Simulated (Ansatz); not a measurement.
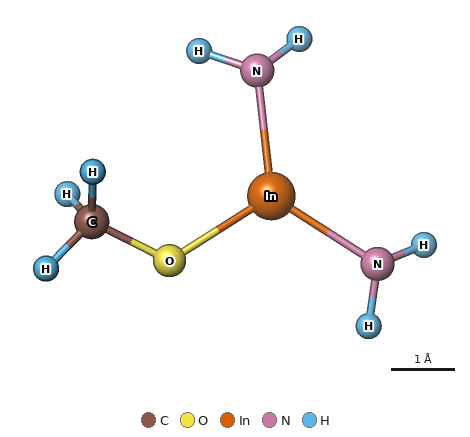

Figure 1. The input geometry (ball-and-stick view, seen at a tilt). Sticks mark near contacts. Bond lengths as drawn: C–H 1.10 Å, C–O 1.40 Å, H–N 1.01 Å, In–N 2.01 to 2.02 Å and In–O 1.99 Å.

## CH₇InN₂O: single-point calculation

- system: CH₇InN₂O
- method: RKS PBE0-D4/def2-TZVPP (Ansatz 0.2.0)

The geometry comes from this level: PBE0-D4/def2-TZVP.

## The input
```yaml
crystal:
  periodic: [false, false, false]
  atoms:
    - {symbol: C, position_ang: [-1.823631, 0.718162, 1.001834]}
    - {symbol: O, position_ang: [-1.369905, -0.337870, 0.204322]}
    - {symbol: In, position_ang: [0.522455, -0.453312, -0.401181]}
    - {symbol: N, position_ang: [1.768395, 0.963249, 0.319414]}
    - {symbol: N, position_ang: [0.971972, -2.170677, -1.348994]}
    - {symbol: H, position_ang: [-1.271049, 0.811986, 1.948439]}
    - {symbol: H, position_ang: [-1.771951, 1.692829, 0.492490]}
    - {symbol: H, position_ang: [-2.875789, 0.544478, 1.256544]}
    - {symbol: H, position_ang: [2.613807, 1.137791, -0.204973]}
    - {symbol: H, position_ang: [1.331497, 1.849353, 0.531899]}
    - {symbol: H, position_ang: [1.726161, -2.131835, -2.019740]}
    - {symbol: H, position_ang: [0.178047, -2.624145, -1.780053]}
basis:
  gaussian: {orbitals: def2-TZVPP}
hamiltonian: {xc: pbe0, dispersion: d4}
output: {orbitals: {seedname: orbitals}}
```

Launched with:
```bash
ansatz run in.yaml --threads 4 --pin off --events-out ev --progress --plain --max-ram 10444MiB
```

## The program's output
```
Functional definition: PBE0
  name "PBE0"
  cite "Adamo & Barone, J. Chem. Phys. 110, 6158 (1999) doi:10.1063/1.478522"
  cite "Perdew, Burke & Ernzerhof, Phys. Rev. Lett. 77, 3865 (1996) doi:10.1103/PhysRevLett.77.3865"
  parent pbe
  parameter a = 0.25
  parameter kappa = 0.804
  parameter beta = 0.06672455060314922
  exchange = (1 - a)*pbe_x(kappa = kappa, mu = beta*pi^2/3) + a*exact_x
  correlation = pbe_c(beta = beta)
1535 factors; their error is unknown
mean field evaluation 1: about -11328.4076 eV, gradient 1.0e2 eV
mean field evaluation 2: about -11291.6641 eV, gradient 1.6e2 eV
mean field evaluation 4: about -11347.7527 eV, gradient 1.2e1 eV
mean field evaluation 8: about -11348.0217 eV, gradient 2.1e-1 eV
mean field evaluation 16: about -11348.0686 eV, gradient 1.9e-4 eV
mean field -11348.06856480 eV, -417.0338277594 hartree, gradient 5.0e-5 eV, S^2 0.000000; 0 other end points of the search recorded, 0 dependent functions left out
reference -11348.06861185 eV, -417.0338294883 hartree; 28, 28 occupied and 244, 244 virtual orbitals, 1535 factors
Total energy: -11348.25043937 eV, -417.0405115266 hartree
```

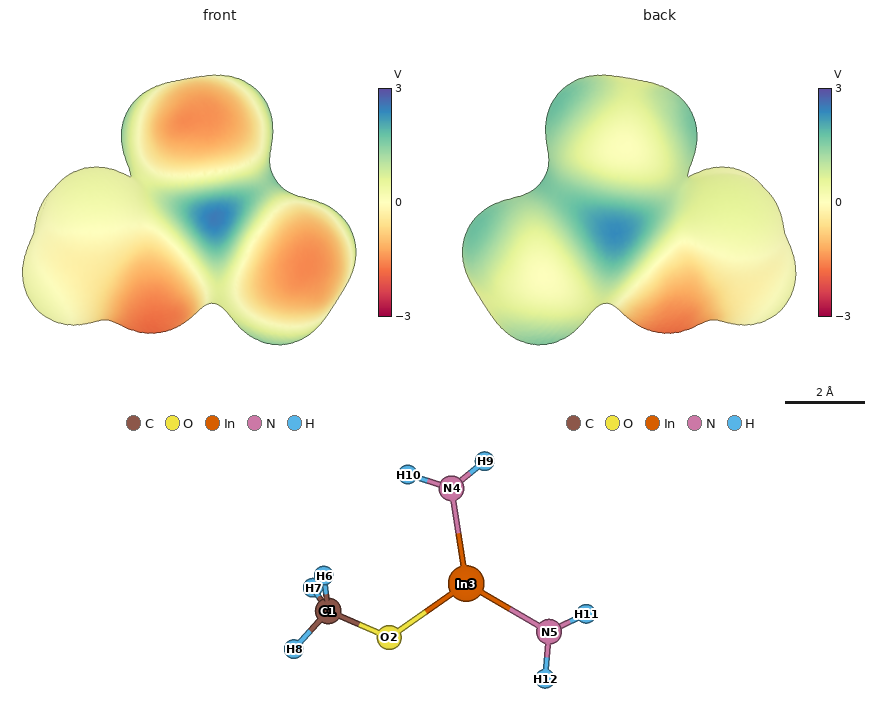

Figure 2. The molecular electrostatic potential painted on the density surface at 0.002 e/bohr³, seen face on and from behind; the colour scale runs from red (negative) to blue (positive). The bare structure is drawn below in the same view. A positive charge is drawn to the negative regions and a negative charge to the positive ones.

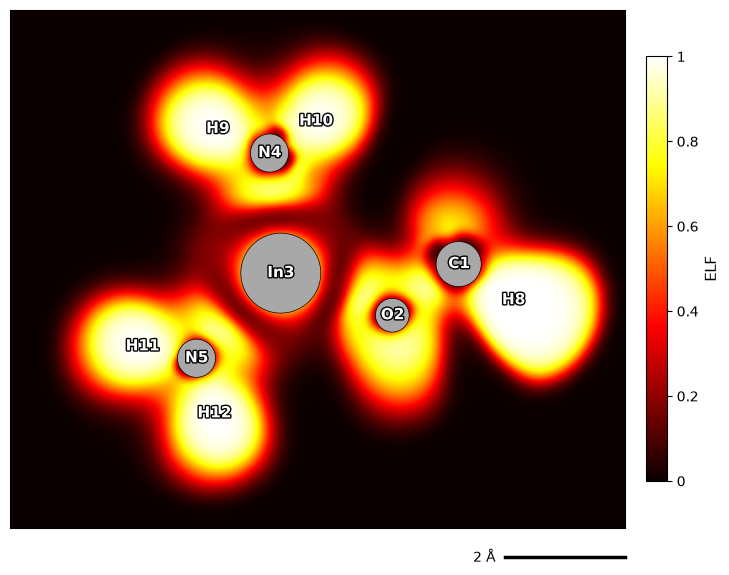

Figure 3. Electron localisation function on the plane of atoms C1, O2 and In3. Grey discs, where drawn, cover atomic cores. Atoms in the plane: C, O, In, N and H. C–O (1.40 Å): the ELF peaks at about 0.90 between the atoms, which marks a polar covalent bond. In–O (1.99 Å): the ELF peaks at about 0.85 in the valence shell of O, 0.5 Å from its nucleus, and drops to about 0.15 between the two atoms. In–N (2.01 Å): the ELF peaks at about 0.85 in the valence shell of N, 0.6 Å from its nucleus, and drops to about 0.15 between the two atoms. C–H (1.10 Å): the ELF climbs to about 1 towards the hydrogen (a covalent bond by its length).

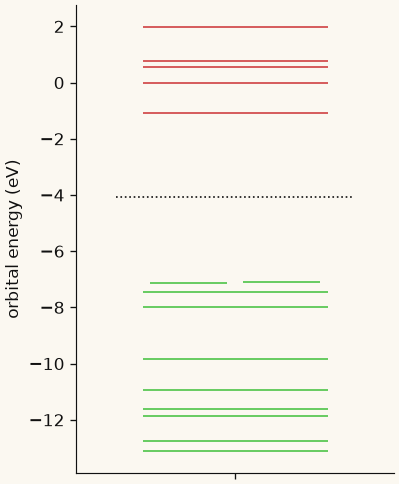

Figure 4. Orbital energies near the frontier; the dotted line parts filled from empty levels, and levels within 0.02 eV of each other stand side by side. Highest filled −7.10 eV, lowest empty −1.07 eV, 6.03 eV apart.

## Summary

- outcome: converged
- total energy: −11348.2504 eV
- mean-field energy: −11348.0686 eV
- dispersion energy: −0.1818 eV
- SCF solution under orbital rotations: stable
- HOMO: −7.10 eV
- LUMO: −1.07 eV
- hardware: 4 threads of Arm Neoverse V1, 23 GiB of memory available, shared host
- wall time: 3.6 s (CPU time 13 s)
- peak memory: 0.7 GiB
